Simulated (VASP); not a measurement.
# BaCuTeS: structure and properties in VASP

What structure does BaCuTeS take at this level, and what are its properties? The steps: rough relaxation of the start cell, relaxing cell and atoms (PBEsol), single point with fields (PBEsol), band structure (PBEsol), density of states (PBEsol) and vibrations at Γ (PBEsol). The cell is invented: it takes the structure of a Materials Project entry for BaCuS2 (space group 119 there), with some of its atoms replaced by other elements, volume scaled by an estimate. It may not be a known or stable phase.

Main program and level: VASP 6.6.1; PBEsol, no spin polarisation; plane waves and PAW (Ba_sv, Te, Cu, S); invented cell.

## 1. The starting structure

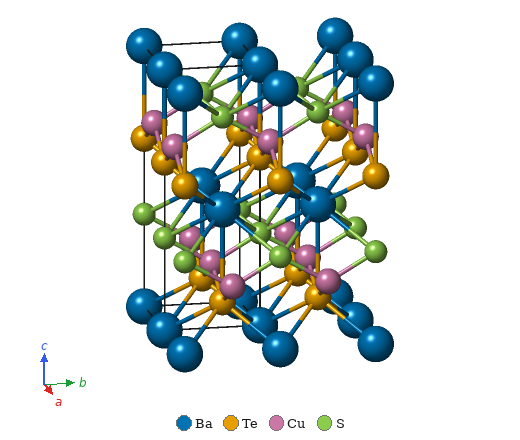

The cell as given, slightly off an axis (barium blue, tellurium orange, copper pink, sulfur green). 2×2×1 cells are drawn. This picture shows the conventional cell, with its axes. Some periodic images of atoms are drawn too.

As a file:

```
Ba Te Cu S
1.0
    -2.08673    2.08673    5.75322
     2.08673   -2.08673    5.75322
     2.08673    2.08673   -5.75322
Ba Te Cu S
1 1 1 1
Direct
  0.00000 0.00000 0.00000
  0.64552 0.64552 0.00000
  0.25000 0.75000 0.50000
  0.35448 0.35448 0.00000
```

## 2. Rough relaxation of the start cell

The start is only an estimate, so a cheap relaxation brings it near a minimum before any careful run. PBEsol restores the gradient expansion of exchange and is tuned for the cells of solids.

File INCAR:

```
SYSTEM = BaCuTeS
PREC = Normal
ENCUT = 400
EDIFF = 1E-05
NELM = 60
ISMEAR = -1
SIGMA = 0.05
LREAL = .FALSE.
ALGO = Fast
GGA = PS
NBANDS = 22
LORBIT = 11
LWAVE = .FALSE.
LCHARG = .FALSE.
KPAR = 2
IBRION = 2
NSW = 40
ISIF = 3
EDIFFG = -0.04
```

File POSCAR:

```
BaCuTeS
1.0
   -2.0867260000      2.0867260000      5.7532240000
    2.0867260000     -2.0867260000      5.7532240000
    2.0867260000      2.0867260000     -5.7532240000
Ba Te Cu S
1 1 1 1
Direct
    0.0000000000      0.0000000000      0.0000000000
    0.6455160000      0.6455160000      0.0000000000
    0.2500000000      0.7500000000      0.5000000000
    0.3544840000      0.3544840000      0.0000000000
```

File KPOINTS:

```
Automatic mesh
0
Gamma
6 6 6
0 0 0
```

Potentials, in the order of the species: Ba_sv, Te, Cu and S (PBE family, release 64).

Started as:

```bash
$ mpirun -np 2 vasp_std
```

Log:

```text
[banner, memory and clock lines left out]
running    2 mpi-ranks, on    1 nodes
 distrk:  each k-point on    1 cores,    2 groups
 distr:  one band on    1 cores,    1 groups

 POSCAR found type information on POSCAR BaTeCuS
 POSCAR found :  4 types and       4 ions
|                                                                             |
|               ----> ADVICE to this user running VASP <----                  |
|                                                                             |
|     You enforced a specific xc type in the INCAR file but a different       |
|     [... a line on the potential file left out ...]
|     I HOPE YOU KNOW WHAT YOU ARE DOING!                                     |
|                                                                             |

 LDA part: xc-table for (Slater+PW92), standard interpolation
 POSCAR, INCAR and KPOINTS ok, starting setup
 FFT: planning ... GRIDC
 FFT: planning ... GRID_SOFT
 FFT: planning ... GRID
 WAVECAR not read
 entering main loop
       N       E                     dE             d eps       ncg     rms          rms(c)
DAV:   1     0.229253471154E+03    0.22925E+03   -0.11712E+04  2024   0.121E+03
DAV:   2     0.370481195322E+01   -0.22555E+03   -0.21328E+03  2184   0.288E+02
DAV:   3    -0.193002299809E+02   -0.23005E+02   -0.21614E+02  2768   0.979E+01
DAV:   4    -0.203388296285E+02   -0.10386E+01   -0.10322E+01  2802   0.202E+01
DAV:   5    -0.203915115672E+02   -0.52682E-01   -0.52635E-01  2958   0.429E+00    0.169E+01
RMM:   6    -0.236735765008E+02   -0.32821E+01   -0.74098E+01  2370   0.104E+02    0.151E+01
RMM:   7    -0.179784152940E+02    0.56952E+01   -0.26205E+01  2204   0.644E+01    0.507E+00
RMM:   8    -0.177210155729E+02    0.25740E+00   -0.35918E+00  2156   0.243E+01    0.243E+00
RMM:   9    -0.177717581934E+02   -0.50743E-01   -0.61611E-01  2315   0.896E+00    0.146E+00
RMM:  10    -0.177518474791E+02    0.19911E-01   -0.25125E-01  2237   0.478E+00    0.260E-01
RMM:  11    -0.177629291822E+02   -0.11082E-01   -0.10927E-01  2453   0.144E+00    0.330E-01
RMM:  12    -0.177638825850E+02   -0.95340E-03   -0.19048E-02  2845   0.750E-01    0.237E-01
RMM:  13    -0.177635385098E+02    0.34408E-03   -0.94192E-03  2244   0.883E-01    0.122E-01
RMM:  14    -0.177637346503E+02   -0.19614E-03   -0.37993E-03  2691   0.351E-01    0.617E-02
RMM:  15    -0.177637862792E+02   -0.51629E-04   -0.11499E-03  2603   0.143E-01    0.373E-02
RMM:  16    -0.177638224668E+02   -0.36188E-04   -0.47130E-04  2446   0.830E-02    0.296E-02
RMM:  17    -0.177638284285E+02   -0.59617E-05   -0.29333E-04  2253   0.944E-02    0.951E-03
RMM:  18    -0.177638460225E+02   -0.17594E-04   -0.18366E-04  2082   0.444E-02    0.243E-03
RMM:  19    -0.177638551483E+02   -0.91259E-05   -0.10187E-04  1764   0.351E-02    0.225E-03
RMM:  20    -0.177638606585E+02   -0.55101E-05   -0.62352E-05  1506   0.254E-02
   1 F= -.17763861E+02 E0= -.17752228E+02  d E =-.177639E+02
 curvature:   0.00 expect dE= 0.000E+00 dE for cont linesearch  0.000E+00
 trial: gam= 0.00000 g(F)=  0.136E+00 g(S)=  0.312E+00 ort = 0.000E+00 (trialstep = 0.100E+01)
 search vector abs. value=  0.448E+00
 bond charge predicted
       N       E                     dE             d eps       ncg     rms          rms(c)
DAV:   1    -0.191011969455E+02   -0.13373E+01   -0.68552E+01  3010   0.949E+01    0.755E+00
RMM:   2    -0.185501953516E+02    0.55100E+00   -0.54916E+00  2179   0.294E+01    0.596E+00
RMM:   3    -0.181561486570E+02    0.39405E+00   -0.22767E+00  2222   0.210E+01    0.327E+00
RMM:   4    -0.179828811920E+02    0.17327E+00   -0.71863E-01  2173   0.925E+00    0.503E-01
RMM:   5    -0.180099138462E+02   -0.27033E-01   -0.33799E-01  2818   0.325E+00    0.813E-01
RMM:   6    -0.180117830336E+02   -0.18692E-02   -0.31104E-02  2924   0.827E-01    0.948E-01
RMM:   7    -0.180123212311E+02   -0.53820E-03   -0.64315E-03  2990   0.468E-01    0.114E+00
RMM:   8    -0.180110167326E+02    0.13045E-02   -0.37277E-03  2680   0.467E-01    0.374E-01
RMM:   9    -0.180151929819E+02   -0.41762E-02   -0.32692E-02  2954   0.131E+00    0.205E+00
RMM:  10    -0.180102916679E+02    0.49013E-02   -0.25114E-02  2798   0.143E+00    0.467E-01
RMM:  11    -0.180104145201E+02   -0.12285E-03   -0.15590E-03  2850   0.230E-01    0.438E-01
RMM:  12    -0.180102251998E+02    0.18932E-03   -0.24401E-03  2468   0.397E-01    0.349E-01
RMM:  13    -0.180102276587E+02   -0.24589E-05   -0.37678E-04  2516   0.121E-01    0.273E-01
RMM:  14    -0.180101276444E+02    0.10001E-03   -0.58354E-04  2463   0.207E-01    0.884E-02
RMM:  15    -0.180101311861E+02   -0.35417E-05   -0.99262E-05  1982   0.671E-02
   2 F= -.18010131E+02 E0= -.17999527E+02  d E =-.246271E+00
[... from here on, the cycles between the ionic steps are left out ...]
   3 F= -.18020931E+02 E0= -.18010971E+02  d E =-.257071E+00
   4 F= -.18092828E+02 E0= -.18084791E+02  d E =-.718963E-01
   5 F= -.18094980E+02 E0= -.18087352E+02  d E =-.740488E-01
   6 F= -.18139003E+02 E0= -.18131683E+02  d E =-.440232E-01
[...]
WARNING in EDDRMM: call to ZHEGV failed, returncode =   8  4     16
   7 F= -.18182933E+02 E0= -.18175877E+02  d E =-.879528E-01
   8 F= -.18186891E+02 E0= -.18179764E+02  d E =-.919108E-01
   9 F= -.18211236E+02 E0= -.18204225E+02  d E =-.243446E-01
  10 F= -.18211071E+02 E0= -.18204059E+02  d E =-.241795E-01
  11 F= -.18218819E+02 E0= -.18212007E+02  d E =-.774859E-02
  12 F= -.18220958E+02 E0= -.18214027E+02  d E =-.988730E-02
  13 F= -.18221146E+02 E0= -.18214269E+02  d E =-.100756E-01
  14 F= -.18221759E+02 E0= -.18214591E+02  d E =-.612747E-03
  15 F= -.18221883E+02 E0= -.18214825E+02  d E =-.736388E-03
 curvature:  -0.66 expect dE=-0.364E-03 dE for cont linesearch -0.428E-07
 trial: gam= 0.12426 g(F)=  0.110E-03 g(S)=  0.442E-03 ort = 0.151E-04 (trialstep = 0.117E+01)
 search vector abs. value=  0.610E-03
 bond charge predicted
       N       E                     dE             d eps       ncg     rms          rms(c)
DAV:   1    -0.182238554141E+02   -0.19786E-02   -0.98257E-02  2778   0.292E+00    0.308E-01
RMM:   2    -0.182231774447E+02    0.67797E-03   -0.92086E-03  2179   0.125E+00    0.219E-01
RMM:   3    -0.182224115403E+02    0.76590E-03   -0.37932E-03  2158   0.870E-01    0.116E-01
RMM:   4    -0.182222425107E+02    0.16903E-03   -0.14087E-03  2457   0.297E-01    0.384E-02
RMM:   5    -0.182222541224E+02   -0.11612E-04   -0.24646E-04  2261   0.109E-01    0.361E-02
RMM:   6    -0.182222566004E+02   -0.24780E-05   -0.42423E-05  1697   0.436E-02
  16 F= -.18222257E+02 E0= -.18215121E+02  d E =-.374036E-03
 trial-energy change:   -0.000374  1 .order   -0.000435   -0.000647   -0.000222
 step:   1.7787(harm=  1.7787)  dis= 0.00341  next Energy=   -18.222376 (dE=-0.493E-03)
 reached required accuracy - stopping structural energy minimisation
```

Run time: 4.1 min. Hardware: 2 MPI ranks of Intel Xeon Platinum 8375C at 2.90GHz (Ice Lake), shared host; peak memory 0.49 GiB; 8.2 min of CPU time.

The logs omit lines about the potential files and the build; timing stands in the text.

OUTCAR, selected parts (step 2):

```text
ion  position               nearest neighbor table
   1  0.000  0.000  0.000-   2 3.39   2 3.39   2 3.39   4 3.39   2 3.39   4 3.39   4 3.39   4 3.39
                             3 3.55   3 3.55   3 3.55   3 3.55   2 4.08
   2  0.646  0.646  0.000-   3 2.41   3 2.41   1 3.39   1 3.39   1 3.39   1 3.39   1 4.08
   3  0.250  0.750  0.500-   4 2.41   2 2.41   4 2.41   2 2.41   1 3.55   1 3.55   1 3.55   1 3.55

  LATTYP: Found a body centered tetragonal cell.
 ALAT       =     4.1734520000
 C/A-ratio  =     2.7570577067

 Subroutine GETGRP returns: Found  4 space group operations
 (whereof  4 operations were pure point group operations)

The static configuration has the point symmetry C_2v.

 Found     46 irreducible k-points:

   k-points           NKPTS =     46   k-points in BZ     NKDIM =     46   number of bands    NBANDS=     22

   dimension x,y,z NGX =    32 NGY =   32 NGZ =   32
   dimension x,y,z NGXF=    64 NGYF=   64 NGZF=   64

   ENCUT  =  400.0 eV  29.40 Ry    5.42 a.u.  10.54 10.54 10.54*2*pi/ulx,y,z

   NELECT =      33.0000    total number of electrons

 k-points in reciprocal lattice and weights: Automatic mesh
   0.00000000  0.00000000  0.00000000       0.005
   0.16666667  0.00000000  0.00000000       0.019
   0.00000000  0.16666667  0.00000000       0.019
   0.33333333 -0.00000000  0.00000000       0.019
  -0.00000000  0.33333333  0.00000000       0.019
   0.50000000 -0.00000000  0.00000000       0.009
  -0.00000000  0.50000000  0.00000000       0.009
   0.16666667  0.16666667  0.00000000       0.037
   0.33333333  0.16666667  0.00000000       0.037
[...]
-0.33333333 -0.33333333  0.33333333       0.009
   0.50000000  0.50000000  0.50000000       0.005

 average (electrostatic) potential at core
       1 -34.7279       2 -89.0460       3 -66.1800       4 -86.4746

 E-fermi :   4.5759

 k-point     1 :       0.0000    0.0000    0.0000
  band No.  band energies     occupation
    ...
     11       1.9709      2.00000
     12       2.0870      2.00000
     13       2.2682      2.00000
     14       3.5137      2.00000
     15       4.4852      1.71958
     16       5.2740      0.00000
     17       5.4378      0.00000
     18       5.5067      0.00000
     19       7.2810      0.00000
     20       8.7457      0.00000
    ...

 k-point     2 :       0.1667    0.0000    0.0000
  band No.  band energies     occupation
    ...
     11       1.7625      2.00000
     12       2.0383      2.00000
     13       2.3566      2.00000
     14       3.6356      2.00000
     15       3.7114      2.00000
     16       5.1628      0.00002
     17       5.1801      0.00001
     18       6.0919      0.00000
     19       8.3134      0.00000
     20       8.3973      0.00000
    ...

 k-point     3 :       0.0000    0.1667    0.0000
  band No.  band energies     occupation
    ...
     12       2.2465      2.00000
     13       2.5054      2.00000
     14       2.8523      2.00000
     15       4.1118      1.99981
     16       4.2269      1.99814
     17       5.1952      0.00001
     18       6.4278      0.00000
     19       7.7900      0.00000
     20       8.9083      0.00000
     21       9.4769      0.00000
    ...

  Total       -0.0172159     -0.0676317     -0.0145763      0.0000000      0.0000000      0.0000000
  in kB       -0.2722405     -1.0694834     -0.2305006      0.0000000      0.0000000      0.0000000
  external PRESSURE =      -0.5240749 kB  Pullay stress =       0.0000000 kB

  energy-cutoff  :      400.00
  volume of cell :      101.32
      direct lattice vectors                 reciprocal lattice vectors
    -1.925395444  2.185636147  6.019062485     0.000000000  0.228766348  0.083069415
     1.925395444 -2.185636147  6.019062485     0.259686913  0.000000000  0.083069415
     1.925395444  2.185636147 -6.019062485     0.259686913  0.228766348  0.000000000

 POSITION                                       TOTAL-FORCE (eV/Angst)
 -----------------------------------------------------------------------------------
      0.00000      0.00000     11.70294         0.000000      0.000000      0.034133
      1.92540      2.18564      1.83556        -0.000000      0.000000     -0.012716
      1.92540      0.00000      3.15027        -0.000000      0.000000      0.002627
      0.00000      0.00000      4.37795         0.000000     -0.000000     -0.024043
 -----------------------------------------------------------------------------------
    total drift:                               -0.000005     -0.000014      0.002943

  FREE ENERGIE OF THE ION-ELECTRON SYSTEM (eV)
  ---------------------------------------------------
  free  energy   TOTEN  =       -18.2222566004 eV

  energy  without entropy=      -18.2079863081  energy(sigma->0) =      -18.21512145

 reached required accuracy - stopping structural energy minimisation

 total charge
# of ion       s       p       d       tot
------------------------------------------
    1        2.005   5.586   0.333   7.924
    2        1.364   2.000   0.033   3.397
    3        0.414   0.407   9.187  10.008
    4        1.323   2.360   0.000   3.683
--------------------------------------------------
tot          5.107  10.353   9.552  25.012

[... 3 further parts left out ...]
```

This run has no spin polarisation, although Cu can carry a moment. Its electron count is odd, so without a moment it is a metal by construction. The k-mesh is coarse for a metal. LASPH is off, so gradient terms of the non-spherical density inside the spheres are left out; for open d or f shells this can shift gaps and moments. Harder data sets than Ba_sv exist (the GW ones), and pressures, volumes and forces can shift noticeably with them. This relaxation is a rough one on cheap settings, only to bring the start near its minimum. The PAW data sets were made with PBE, which is usual practice but a small mismatch for other functionals. The run keeps the 4 symmetry operations of its start, so it cannot find a distortion of lower symmetry.

The steps of the relaxation:

| step | energy less that of the first step (eV) | largest force (eV/Å) | pressure (GPa) | volume (Å³) |
| --- | --- | --- | --- | --- |
| 1 | 0.0000 | 1.3403 | 1.88 | 100.21 |
| 2 | -0.2463 | 0.7106 | -1.72 | 104.38 |
| 3 | -0.2571 | 0.6696 | -2.22 | 105.45 |
| 4 | -0.3290 | 0.6430 | 0.02 | 100.81 |
| 5 | -0.3311 | 0.6293 | 0.50 | 99.80 |
| 6 | -0.3751 | 0.4847 | 0.79 | 99.45 |
| 7 | -0.4191 | 0.1783 | 1.81 | 98.38 |
| 8 | -0.4230 | 0.2198 | 1.60 | 98.63 |
| 9 | -0.4474 | 0.0676 | -0.85 | 102.17 |
| 10 | -0.4472 | 0.0749 | -0.42 | 101.70 |
| 11 | -0.4550 | 0.0726 | -0.16 | 101.35 |
| 12 | -0.4571 | 0.0689 | 0.20 | 100.92 |
| 13 | -0.4573 | 0.0718 | 0.28 | 101.01 |
| 14 | -0.4579 | 0.0306 | -0.18 | 101.67 |
| 15 | -0.4580 | 0.0374 | -0.08 | 101.45 |
| 16 | -0.4584 | 0.0341 | -0.05 | 101.32 |

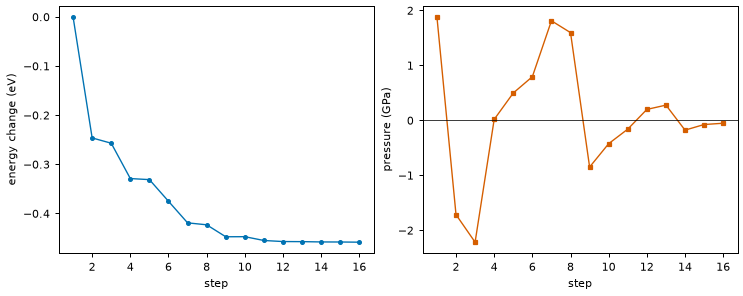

Energy and pressure along the relaxation.

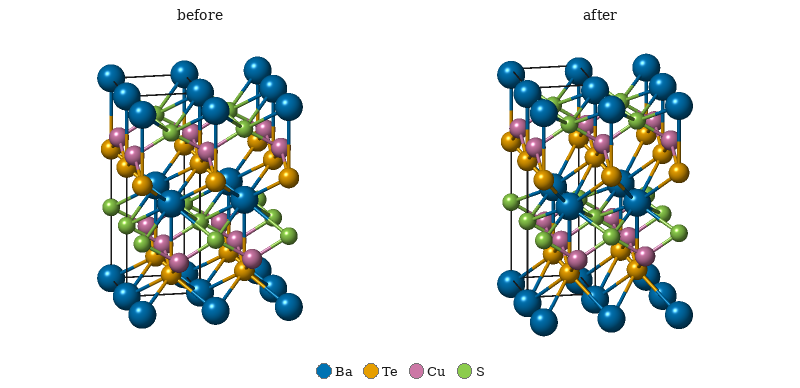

Before and after, at one scale.

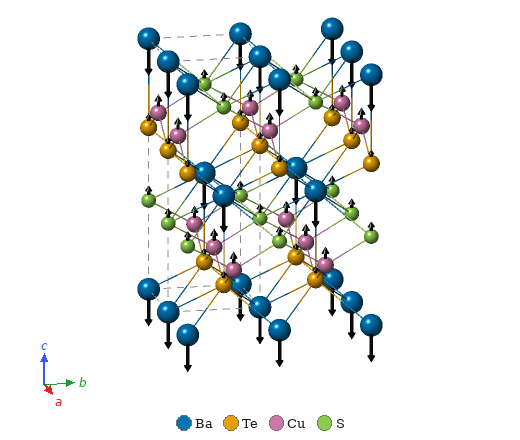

Displacements in the relaxation, exaggerated, measured against the changing cell; the longest in the cell stands for 0.34 Å. 2×2×1 conventional cells are drawn. Some periodic images of atoms are drawn too.

| conventional cell, symmetrised | before | after | change |
| --- | --- | --- | --- |
| a (Å) | 4.173 | 3.851 | -7.7 % |
| b (Å) | 4.173 | 4.371 | +4.7 % |
| c (Å) | 11.506 | 12.038 | +4.6 % |
| volume (Å³/atom) | 25.05 | 25.33 | +1.1 % |

The atoms that moved most (Å, as changes of fractional coordinates times the final cell):

| atom | dx | dy | dz | length |
| --- | --- | --- | --- | --- |
| Ba1 | 0.000 | 0.000 | -0.335 | 0.335 |
| Cu3 | 0.000 | 0.000 | 0.141 | 0.141 |
| S4 | 0.000 | 0.000 | 0.111 | 0.111 |
| Te2 | 0.000 | 0.000 | 0.084 | 0.084 |

Final coordinates:

```
Ba Te Cu S
1.0
    -1.92540    2.18564    6.01906
     1.92540   -2.18564    6.01906
     1.92540    2.18564   -6.01906
Ba Te Cu S
1 1 1 1
Direct
  0.97216 0.97216 0.00000
  0.65248 0.65248 0.00000
  0.26169 0.76169 0.50000
  0.36367 0.36367 0.00000
```

Numbers from this step:

| Quantity | Value |
| --- | --- |
| electrons | 33 |
| bands | 22 |
| irreducible k-points | 46 |
| symmetry operations | 4 |
| free energy (TOTEN) | -18.22 eV |
| energy at zero smearing | -18.22 eV |
| Fermi energy | 4.576 eV |
| pressure | -0.05241 GPa |
| metallic | yes |
| SCF cycles over all ionic steps | 163 |

It ends with a largest force of 0.034 eV/Å and a pressure of -0.05 GPa.

(Continued in part 2 of 3.)

[Lines on the potential files, build, host, timing and source positions are cut from VASP's logs without a mark.]

[Logs are printed without paths, hosts, clocks, repeated set-up lines and the standing remarks that a program may print on its own settings, such as how far it seeks lower states.]

[Hosts, paths, dates, database ids (printed as entryN), source tags and the programs' standing remarks are cut or masked in the printed files.]

[A measured line is paired with the nearest computed mode of its activity, which favours agreement.]

[In band tables of VASP the shares of atoms and orbitals are scaled to a sum of 1 inside the atoms' spheres.]
